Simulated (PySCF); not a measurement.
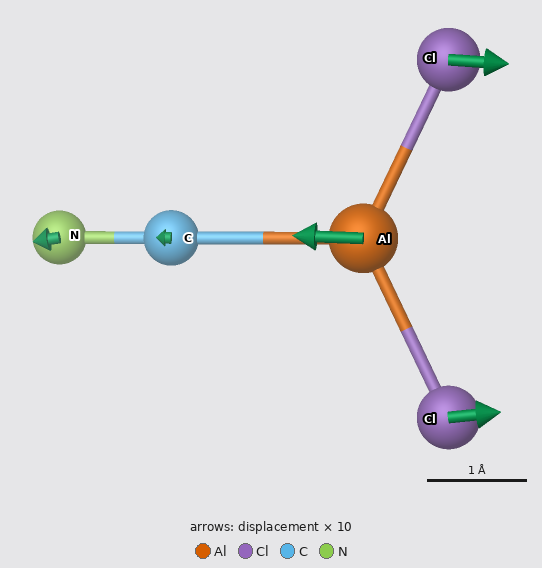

This is a relaxation of AlCNCl2. The starting structure is drawn; green arrows show the displacements, magnified 10 times. The two geometries are superimposed by the best rigid fit.

The picture is a ball-and-stick view, seen at a tilt.

The start comes from GFN2-xTB.

Computed with PBE0-D3(BJ)/def2-SVP geometry optimisation, gas phase in PySCF. 

What did the optimiser do to the structure, and how much energy did it gain?

After 3 geometry steps the energy has fallen by 10.9 kJ/mol. Largest force component: 2.1 eV/Å at the start, 0.0093 eV/Å at the end. The largest move after the best rigid fit is that of the Al atom, 0.073 Å. Largest moves by element: Al 0.073 Å, Cl 0.062 Å, N 0.028 Å, C 0.016 Å. Some distances before and after: Al–C 1.975 → 1.917 Å, Al–Cl 2.018 → 2.074 Å, C–N 1.149 → 1.161 Å. Bond angles that change, for instance: Cl–Al–Cl 128.5° → 121.8°, Cl–Al–C 115.7° → 118.9°.
